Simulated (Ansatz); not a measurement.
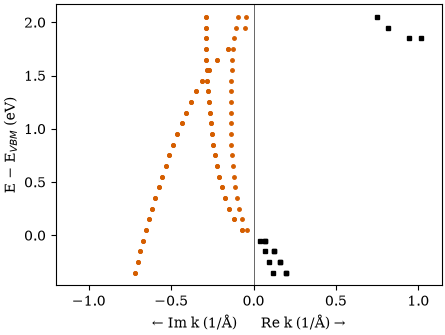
Complex bands at the centre of the two-dimensional zone; r2SCAN run with Ansatz (a first-principles code)

No gap correction and no spin-orbit coupling; mid-gap is the computed energy nearest the middle.

This is GaP (F-43m, zinc blende, 2 atoms a cell, 20.3 Å³ an atom) along the normal of (001). Read off the slowest decay at the centre of the two-dimensional zone at 0.95 eV, the computed energy nearest the middle of the gap.

κ ≈ 0.14 1/Å, a decay length 1/(2κ) of the density of 3.7 Å.
